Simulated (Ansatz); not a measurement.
## Mo wire along [111], 31 atoms a period: bands along the axis

What gap, if any, does the Mo wire along [111], 31 atoms a period have, and how many channels would it open?

Calculated with Ansatz 0.2.0; DFT PBE, plane waves, PAW; relaxation of a wire's period; PAW set soft_1, in the first sound run; inputs show where later runs differ.

## 1. Set-up

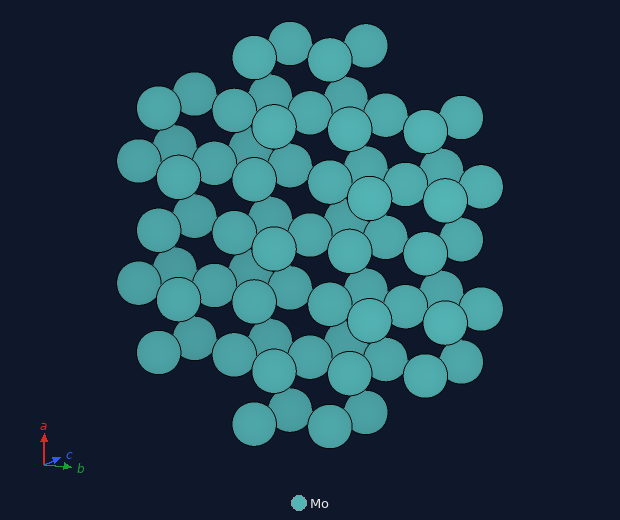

The starting structure, seen at a slant to the c axis (molybdenum teal). 1×1×2 cells are drawn. Some periodic images of atoms are drawn too.

The cell holds 31 atoms: 31 Mo. Its edges and angles: a = 20.207 Å, b = 19.701 Å, c = 2.737 Å, α = 90.0°, β = 90.0°, γ = 90.0°. Vacuum lies along a and b. The structure's axis is c.

## 2. The relaxed wire

Band widths follow the bond lengths, so the wire is relaxed first. The atoms and the third cell vector are free; the box across stays fixed as vacuum. A Fermi-Dirac smearing is set since the result may be a metal. The pressure printed is a third of the stress's trace over the whole box, vacuum included; only the stress along the axis is relaxed.

Input file input.yaml:

```yaml
crystal:
  lattice:
    - [20.207, 0.0, 0.0]
    - [0.0, 19.701, 0.0]
    - [0.0, 0.0, 2.736640276]
  atoms:
    - { symbol: Mo, position: [0.278836909, 0.499991015, 0.0] }
    - { symbol: Mo, position: [0.389415295, 0.696437581, 0.0] }
    - { symbol: Mo, position: [0.49999368, 0.499991015, 0.0] }
    - { symbol: Mo, position: [0.610572065, 0.696437581, 0.0] }
    - { symbol: Mo, position: [0.168258524, 0.434508827, 0.333333333] }
    - { symbol: Mo, position: [0.278836909, 0.238062261, 0.333333333] }
    - { symbol: Mo, position: [0.278836909, 0.630955392, 0.333333333] }
    - { symbol: Mo, position: [0.389415295, 0.434508827, 0.333333333] }
    - { symbol: Mo, position: [0.389415295, 0.827401958, 0.333333333] }
    - { symbol: Mo, position: [0.49999368, 0.238062261, 0.333333333] }
    - { symbol: Mo, position: [0.49999368, 0.630955392, 0.333333333] }
    - { symbol: Mo, position: [0.610572065, 0.434508827, 0.333333333] }
    - { symbol: Mo, position: [0.610572065, 0.827401958, 0.333333333] }
    - { symbol: Mo, position: [0.72115045, 0.238062261, 0.333333333] }
    - { symbol: Mo, position: [0.72115045, 0.630955392, 0.333333333] }
    - { symbol: Mo, position: [0.831728835, 0.434508827, 0.333333333] }
    - { symbol: Mo, position: [0.168258524, 0.565473204, 0.666666667] }
    - { symbol: Mo, position: [0.278836909, 0.369026638, 0.666666667] }
    - { symbol: Mo, position: [0.278836909, 0.76191977, 0.666666667] }
    - { symbol: Mo, position: [0.389415295, 0.172580072, 0.666666667] }
    - { symbol: Mo, position: [0.389415295, 0.565473204, 0.666666667] }
    - { symbol: Mo, position: [0.49999368, 0.369026638, 0.666666667] }
    - { symbol: Mo, position: [0.49999368, 0.76191977, 0.666666667] }
    - { symbol: Mo, position: [0.610572065, 0.172580072, 0.666666667] }
    - { symbol: Mo, position: [0.610572065, 0.565473204, 0.666666667] }
    - { symbol: Mo, position: [0.72115045, 0.369026638, 0.666666667] }
    - { symbol: Mo, position: [0.72115045, 0.76191977, 0.666666667] }
    - { symbol: Mo, position: [0.831728835, 0.565473204, 0.666666667] }
    - { symbol: Mo, position: [0.389415295, 0.303544449, 0.0] }
    - { symbol: Mo, position: [0.610572065, 0.303544449, 0.0] }
    - { symbol: Mo, position: [0.72115045, 0.499991015, 0.0] }
kpoints:
  mp_grid: { grid: [1, 1, 30] }
scf:
  occupations: { method: fermi_dirac, width: 0.05 }
hamiltonian:
  xc: pbe
  pseudopotentials: { kind: paw, azcp: { folder: soft_1 } }
relax:
  cell: { fix: [a, b, alpha, beta, gamma] }
  max_steps: 45
  f_tol: 0.03
```

Launch:

```console
$ ansatz run input.yaml --threads 16 --pin off --max-ram 61440MiB --backend cuda --events-out ev --progress --plain --runs-dir out --max-vram 78GiB
```

Numbers of over 12 decimals in the logs are rounded to 6 here.

Log:

```text
Engine: ansatz 0.2.0, aarch64-unknown-linux-gnu
Pseudopotentials: kind: paw
Pseudopotential: Mo, paw, valence charge 14, recommended cutoff 420 eV (normal), soft_1/Mo.paw.azcp
Functional definition: PBE
  parameter kappa = 0.804
  parameter beta = 0.066725
  exchange = pbe_x(kappa = kappa, mu = beta*pi^2/3)
  correlation = pbe_c(beta = beta)
[...]
Crystal: 31 atoms, lattice volume = 1089.451 Å³
Basis set: ecut = 420 eV, 21383 PW (Γ), exchange–correlation on 288×270×40 points (8 copies of the dense FFT grid, shifted against one another)
Bands: 261, of which v1, the nominal top of the filled ones, is band 217 counted from 1 (216 counted from 0)
Symmetry: 4 space group operations
Space group: P2/m (ITA 10), of the structure as read, at distance tolerance 1.0e-4 Å
k-points: 16 of 30
Non-local potential: Mo, projectors of the file, l = 0: 3, l = 1: 2, l = 2: 2, l = 3: 1
PAW form: soft (Blöchl's): semilocal exchange-correlation on the pseudo side does not see the compensation charge
PAW one-centre angular grid: Mo, 590 points (default); XC on 64 Gauss nodes
Initial density: superposition of atomic densities (neutral atoms: chi_scale 0, normalization atom)
Initial wavefunctions: pseudopotential atomic-orbital guess
[...]
Functional: x = pbe(κ = 0.804, μ = 0.219515), c = pbe(β = 0.066725)
SCF iter   1: F=—  HF=-153639.386206 eV  |F-HF|=—  |Δ(HF+E_count)|=         —  Δρ=7.31e-2  dr2=3.56e2  ethr=3.10e-3  ⟨swp⟩=9.1  Hψ=19244  notcnv=0  defer=1
preconditioner: auto → LDOS  [metal: Δε(μ)=0.006 eV  Ē_g=4.172 eV  σ=0.050 eV  W_gap=0.03  n_scr=194 (ndim 8)  ℏωp=15.3 eV  f_vac=0.432  D(μ)=43.36/eV (n_scr^D=350)  β→1.0]
SCF iter   2: F=—  HF=-153618.628508 eV  |F-HF|=—  |Δ(HF+E_count)|=    2.08e1  Δρ=4.49e-2  dr2=4.82e1  ethr=3.10e-3  ⟨swp⟩=4.2  Hψ=11517  notcnv=0  defer=59
[...]
SCF iter  12: F=-153610.519741 eV  HF=-153610.519741 eV  |F-HF|=1.40e-8  |Δ(HF+E_count)|=   5.25e-8  Δρ=1.01e-6  dr2=3.28e-8  ethr=2.30e-11  ⟨swp⟩=4.4  Hψ=11692  notcnv=0
SCF 1 converged in 12 iterations: F = -153610.519741 eV  dr2 = 3.28e-8
  greatest PAW one-centre occupation: 0.999 electrons in one spin orbital (limit 2), on the Mo atom at site 2 (counted from 0), in its partial waves of l = 0
relax step   1: F+E_penalty+E_count = -153610.51974116 eV  Δ(F+E_penalty+E_count) = +0.000e0 eV  max|allowed force component| = 1.763e0 eV/Å  Δτ_max = 0.0000 Å  P = -5.741 GPa  Ω = 1089.451 Å³  fix = [a, b, alpha, beta, gamma]  reactions: a -5.273, b -5.281 GPa; alpha +0.012 GPa/rad  (12 SCF iters, dr2 threshold 1.00e-7 eV, accepted)
[...]
Crystal: 31 atoms, lattice volume = 1045.592 Å³
Basis set: ecut = 420 eV, 20503 PW (Γ), exchange–correlation on 288×270×40 points (8 copies of the dense FFT grid, shifted against one another)
[...]
iter 1 solved again at ethr=1.46e-3 eV; its pass at ethr=3.10e-3 eV (dr2=6.34e0 eV) is discarded
SCF iter   1: F=—  HF=-153612.553571 eV  |F-HF|=—  |Δ(HF+E_count)|=         —  Δρ=1.77e-2  dr2=6.45e0  ethr=1.46e-3  ⟨swp⟩=2.3  Hψ=25334  notcnv=0  defer=1
preconditioner: auto → LDOS  [metal: Δε(μ)=0.016 eV  Ē_g=4.027 eV  σ=0.050 eV  W_gap=0.08  n_scr=176 (ndim 8)  ℏωp=15.7 eV  f_vac=0.461  D(μ)=27.37/eV (n_scr^D=144)  β→1.0]
SCF iter   2: F=—  HF=-153612.463558 eV  |F-HF|=—  |Δ(HF+E_count)|=   9.00e-2  Δρ=9.06e-3  dr2=4.00e0  ethr=1.46e-3  ⟨swp⟩=4.7  Hψ=7461  notcnv=0  defer=5
[...]
SCF iter   8: F=-153611.967362 eV  HF=-153611.967363 eV  |F-HF|=1.97e-7  |Δ(HF+E_count)|=   4.29e-6  Δρ=5.23e-6  dr2=6.82e-7  ethr=7.14e-10  ⟨swp⟩=5.7  Hψ=15295  notcnv=0
SCF 2 converged in 8 iterations: F = -153611.967362 eV  dr2 = 6.82e-7
  greatest PAW one-centre occupation: 0.999 electrons in one spin orbital (limit 2), on the Mo atom at site 30 (counted from 0), in its partial waves of l = 0
relax step   2: F+E_penalty+E_count = -153611.96736232 eV  Δ(F+E_penalty+E_count) = -1.448e0 eV  max|allowed force component| = 1.648e0 eV/Å  Δτ_max = 0.1949 Å  P = +4.262 GPa  Ω = 1045.592 Å³  energy of the carried Pulay correction = +4.815e-3 eV  fix = [a, b, alpha, beta, gamma]  reactions: a +3.468, b +3.483 GPa; alpha -0.001 GPa/rad  (8 SCF iters, dr2 threshold 3.10e-6 eV, accepted)
[...]
Crystal: 31 atoms, lattice volume = 1067.648 Å³
[...]
SCF 3 converged in 8 iterations: F = -153612.874984 eV  dr2 = 2.92e-7
[...]
SCF 4 converged in 8 iterations: F = -153612.714172 eV  dr2 = 4.41e-7
[...]
SCF 5 converged in 12 iterations: F = -153613.009986 eV  dr2 = 5.61e-11
[...]
SCF 6 converged in 6 iterations: F = -153613.019393 eV  dr2 = 5.16e-7
[...]
SCF 7 converged in 7 iterations: F = -153613.016843 eV  dr2 = 4.01e-11
[...]
SCF converged after 7 iterations
[...]
--- Relaxed structure (6 steps of the walk, 5 accepted, 1 SCFs on fresh bases) ---
  F+E_penalty+E_count = -153613.01684308 eV   max|allowed force component| = 2.324e-2 eV/Å   (the final SCF, on the basis selected at the relaxed cell)
  cell:  # Å, volume = 1068.1472 Å³
    - [20.207, 0.0, 0.0]
    - [0.0, 19.701, 0]
    - [0.0, 0, 2.683126]
  atoms:
    - { symbol: Mo, position: [0.277727, 0.499991, 0] }
    - { symbol: Mo, position: [0.388855, 0.697362, -0.000372007] }
    - { symbol: Mo, position: [0.499994, 0.499991, 0] }
    - { symbol: Mo, position: [0.611132, 0.697362, -0.000372007] }
    - { symbol: Mo, position: [0.174739, 0.438258, 0.346087] }
    - { symbol: Mo, position: [0.285311, 0.242013, 0.346271] }
    - { symbol: Mo, position: [0.276723, 0.632170, 0.336908] }
    - { symbol: Mo, position: [0.389492, 0.434579, 0.342678] }
    - { symbol: Mo, position: [0.389541, 0.819680, 0.345543] }
    - { symbol: Mo, position: [0.499994, 0.235721, 0.337921] }
    - { symbol: Mo, position: [0.499994, 0.630791, 0.342548] }
    - { symbol: Mo, position: [0.610496, 0.434579, 0.342678] }
    - { symbol: Mo, position: [0.610446, 0.819680, 0.345543] }
    - { symbol: Mo, position: [0.714676, 0.242013, 0.346271] }
    - { symbol: Mo, position: [0.723264, 0.632170, 0.336908] }
    - { symbol: Mo, position: [0.825249, 0.438258, 0.346087] }
    - { symbol: Mo, position: [0.174739, 0.561724, 0.653913] }
    - { symbol: Mo, position: [0.276723, 0.367812, 0.663092] }
    - { symbol: Mo, position: [0.285311, 0.757969, 0.653729] }
    - { symbol: Mo, position: [0.389541, 0.180302, 0.654457] }
    - { symbol: Mo, position: [0.389492, 0.565403, 0.657322] }
    - { symbol: Mo, position: [0.499994, 0.369191, 0.657452] }
    - { symbol: Mo, position: [0.499994, 0.764261, 0.662079] }
    - { symbol: Mo, position: [0.610446, 0.180302, 0.654457] }
    - { symbol: Mo, position: [0.610496, 0.565403, 0.657322] }
    - { symbol: Mo, position: [0.723264, 0.367812, 0.663092] }
    - { symbol: Mo, position: [0.714676, 0.757969, 0.653729] }
    - { symbol: Mo, position: [0.825249, 0.561724, 0.653913] }
    - { symbol: Mo, position: [0.388855, 0.302620, 0.000372007] }
    - { symbol: Mo, position: [0.611132, 0.302620, 0.000372007] }
    - { symbol: Mo, position: [0.722261, 0.499991, 0] }
```

Run time: 11 s. Hardware: 1 × NVIDIA GB200 with 16 threads of Arm Neoverse V2, shared host; peak memory 1.5 GiB.

Relaxation path:

```tsv
step	energy less that of the first step (eV)	largest force component (eV/Å)	pressure (GPa)	volume (Å³)
1	0.0000	1.7628	-5.74	1089.45
2	-1.4476	1.6484	4.26	1045.59
3	-2.3552	0.5702	-0.69	1067.65
4	-2.1944	0.4659	0.15	1062.69
5	-2.4902	0.1592	-0.19	1065.80
6	-2.4997	0.0233	0.00	1068.15
7	-2.4971	0.0232	0.00	1068.15
```

The log counts 1 steps on a newly chosen plane-wave basis, not all of them marked here; energy and pressure can jump at such steps. Relaxation step 4 was tried and not accepted.

Forces are held to the 4 operations that the run works with; a distortion that breaks them can't arise in this run.

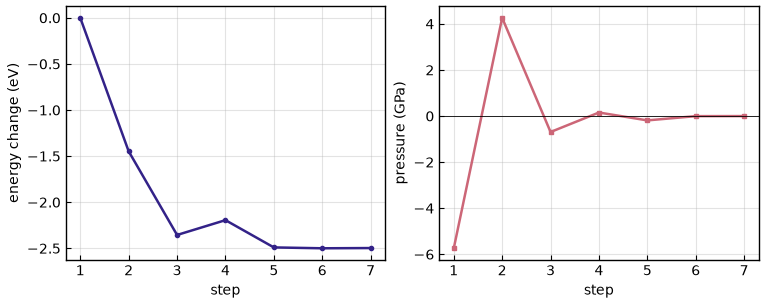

Energy and pressure along the relaxation.

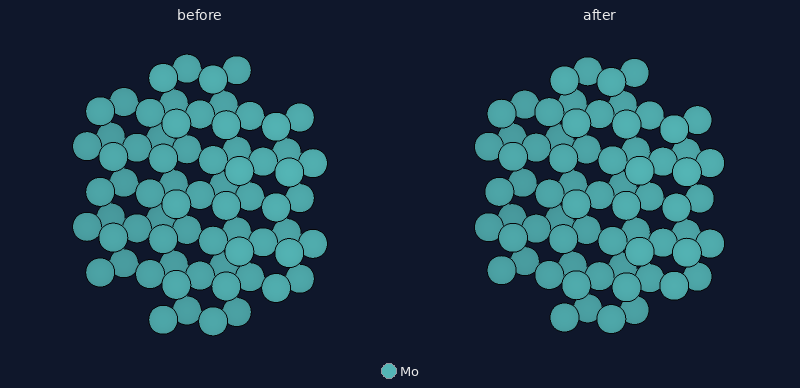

The structure before and after the relaxation, drawn at the same scale.

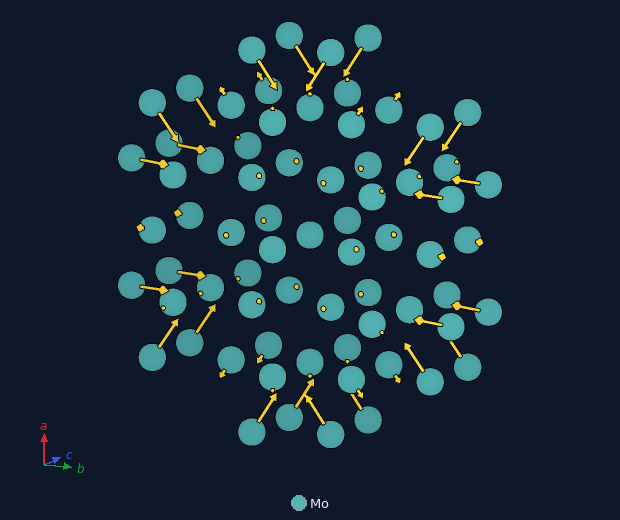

Displacements in the relaxation, exaggerated, measured against the changing cell; the longest in the cell stands for 0.16 Å. 1×1×2 cells are drawn. Some periodic images of atoms are drawn too.

```tsv
cell as run	before	after	change
c (Å)	2.737	2.683	-2.0 %
```

The atoms that moved most (Å, along periodic axes as changes of fractional coordinates times the final cell, across vacuum about the mean position):

```tsv
atom	dx	dy	dz	length
Mo19	0.131	-0.078	-0.035	0.156
Mo6	0.131	0.078	0.035	0.156
Mo27	-0.131	-0.078	-0.035	0.156
Mo14	-0.131	0.078	0.035	0.156
Mo24	-0.003	0.152	-0.033	0.156
Mo20	0.003	0.152	-0.033	0.156
Mo13	-0.003	-0.152	0.033	0.156
Mo9	0.003	-0.152	0.033	0.156
```

This step gave:

```
energy at zero smearing    : -153612.8962 eV
cell length along the wire : 2.683 Å
```

The cell's length comes to 2.683 Å with spin left out.

## 3. Bands of the perfect wire

This step: DFT PBE, plane waves, PAW; bands of a perfect wire; PAW set soft_1 (Ansatz 0.2.0).

At the relaxed period the bands are computed along the axis; those that cross an energy going forward count the channels that a perfect wire would open there.

Input file input.yaml:

```yaml
crystal:
  lattice:
    - [20.207, 0.0, 0.0]
    - [0.0, 19.701, 0.0]
    - [0.0, 0.0, 2.6831256612]
  atoms:
    - { symbol: Mo, position: [0.277726821, 0.499991015, 0.0] }
    - { symbol: Mo, position: [0.38885509, 0.697362295, 0.999627993] }
    - { symbol: Mo, position: [0.49999368, 0.499991015, 0.0] }
    - { symbol: Mo, position: [0.611132269, 0.697362295, 0.999627993] }
    - { symbol: Mo, position: [0.17473881, 0.438258012, 0.3460874] }
    - { symbol: Mo, position: [0.285311254, 0.24201311, 0.346270533] }
    - { symbol: Mo, position: [0.276723381, 0.632169663, 0.336908041] }
    - { symbol: Mo, position: [0.389491561, 0.43457938, 0.342677708] }
    - { symbol: Mo, position: [0.38954119, 0.819680414, 0.345542623] }
    - { symbol: Mo, position: [0.49999368, 0.235720876, 0.337920993] }
    - { symbol: Mo, position: [0.49999368, 0.630791334, 0.34254794] }
    - { symbol: Mo, position: [0.610495799, 0.43457938, 0.342677708] }
    - { symbol: Mo, position: [0.61044617, 0.819680414, 0.345542623] }
    - { symbol: Mo, position: [0.714676106, 0.24201311, 0.346270533] }
    - { symbol: Mo, position: [0.723263979, 0.632169663, 0.336908041] }
    - { symbol: Mo, position: [0.82524855, 0.438258012, 0.3460874] }
    - { symbol: Mo, position: [0.17473881, 0.561724019, 0.6539126] }
    - { symbol: Mo, position: [0.276723381, 0.367812368, 0.663091959] }
    - { symbol: Mo, position: [0.285311254, 0.75796892, 0.653729467] }
    - { symbol: Mo, position: [0.38954119, 0.180301616, 0.654457377] }
    - { symbol: Mo, position: [0.389491561, 0.56540265, 0.657322292] }
    - { symbol: Mo, position: [0.49999368, 0.369190697, 0.65745206] }
    - { symbol: Mo, position: [0.49999368, 0.764261154, 0.662079007] }
    - { symbol: Mo, position: [0.61044617, 0.180301616, 0.654457377] }
    - { symbol: Mo, position: [0.610495799, 0.56540265, 0.657322292] }
    - { symbol: Mo, position: [0.723263979, 0.367812368, 0.663091959] }
    - { symbol: Mo, position: [0.714676106, 0.75796892, 0.653729467] }
    - { symbol: Mo, position: [0.82524855, 0.561724019, 0.6539126] }
    - { symbol: Mo, position: [0.38885509, 0.302619735, 0.000372007] }
    - { symbol: Mo, position: [0.611132269, 0.302619735, 0.000372007] }
    - { symbol: Mo, position: [0.722260539, 0.499991015, 0.0] }
kpoints:
  mp_grid: { grid: [1, 1, 30] }
  band_path: { path: ["Γ", Z], npoints: 90 }
scf:
  occupations: { method: fermi_dirac, width: 0.05 }
hamiltonian:
  xc: pbe
  pseudopotentials: { kind: paw, azcp: { folder: soft_1 } }
output:
  dos: { e_range: [-5, 4] }
  write_potential: true
  write_density: true
  volumetric_format: npy
```

Log:

```text
[...]
Crystal: 31 atoms, lattice volume = 1068.147 Å³
Basis set: ecut = 420 eV, 20999 PW (Γ)
Bands: 261, of which v1, the nominal top of the filled ones, is band 217 counted from 1 (216 counted from 0)
[... 1 set-up line as in the run before ...]
[...]
k-points: 16 of 30
[...]
SCF iter   1: F=—  HF=-153639.535747 eV  |F-HF|=—  |Δ(HF+E_count)|=         —  Δρ=6.94e-2  dr2=2.31e2  ethr=3.10e-3  ⟨swp⟩=9.8  Hψ=20656  notcnv=0  defer=5
[...]
SCF iter   6: F=—  HF=-153613.018334 eV  |F-HF|=—  |Δ(HF+E_count)|=   1.53e-3  Δρ=4.68e-4  dr2=6.54e-3  ethr=1.31e-5  ⟨swp⟩=2.0  Hψ=5630  notcnv=0  defer=141
[...]
SCF iter   9: F=—  HF=-153613.016986 eV  |F-HF|=—  |Δ(HF+E_count)|=   2.54e-3  Δρ=1.63e-5  dr2=6.06e-6  ethr=1.74e-8  ⟨swp⟩=2.8  Hψ=6576  notcnv=0  defer=141
[...]
SCF iter  11: F=-153613.016988 eV  HF=-153613.016988 eV  |F-HF|=5.28e-8  |Δ(HF+E_count)|=   2.18e-7  Δρ=2.49e-6  dr2=7.13e-8  ethr=2.30e-11  ⟨swp⟩=15.7  Hψ=16650  notcnv=0
SCF 1 converged in 11 iterations: F = -153613.016988 eV  dr2 = 7.13e-8
[...]
NSCF: frozen V_eff on 91 k-points
[...]
SCF converged after 11 iterations
[...]
```

It took 9.9 s on 1 × NVIDIA GB200 with 16 threads; peak memory 2.6 GiB; 1.9 min of CPU time.

In the SCF lines HF is the Harris–Foulkes energy and dr2 the Hartree energy of the density residual, in eV; the loop may stop once dr2 is under the threshold and the program's other checks hold. Hψ counts applications of the Hamiltonian.

Numbers from this step:

- energy at zero smearing: -153612.8963 eV
- band gap: 0 eV

Electronic bands along the path, in eV, zero at the Fermi level; # counts the bands kept:

```tsv
point	#33	#34	#35	#36	#37	#38	#39	#40
Γ	-0.20	-0.19	-0.12	-0.09	0.22	0.22	0.32	0.42
Z	0.53	0.56	0.56	0.78	0.78	0.95	0.99	0.99
```

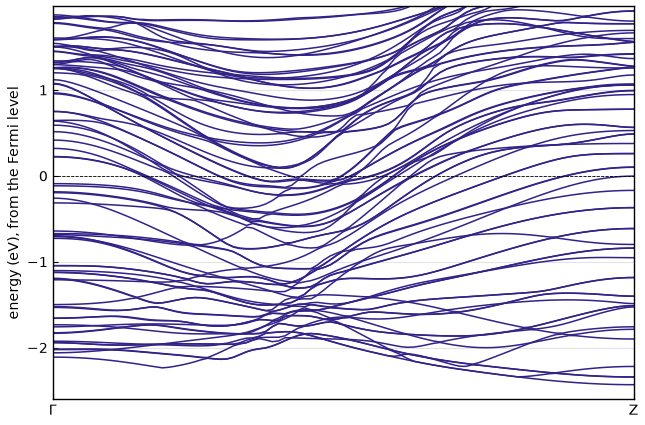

Electronic bands along the path.

Between Γ and Z the bands cross the Fermi level 35 times, so a perfect wire would conduct at least 35 G₀, with spin left out.

## 4. Results

* cell length, PBE: 2.683 Å
* ballistic conductance by band crossings, a lower bound, PBE: 35 G₀

What this shows: Under PBE the cell's length is 2.68 Å, and the bands cross the Fermi level 35 times between Γ and Z, which gives a perfect wire at least 35 G₀ (opposite crossings within one step of the path cancel in such a count). No spin was allowed, though thin wires with open d shells can turn magnetic.

[Logs are printed without paths, hosts, clocks, repeated set-up lines and the standing remarks that a program may print on its own settings, such as how far it seeks lower states.]

[Hosts, paths, dates, database ids (printed as entryN), source tags and the programs' standing remarks are cut or masked in the printed files.]
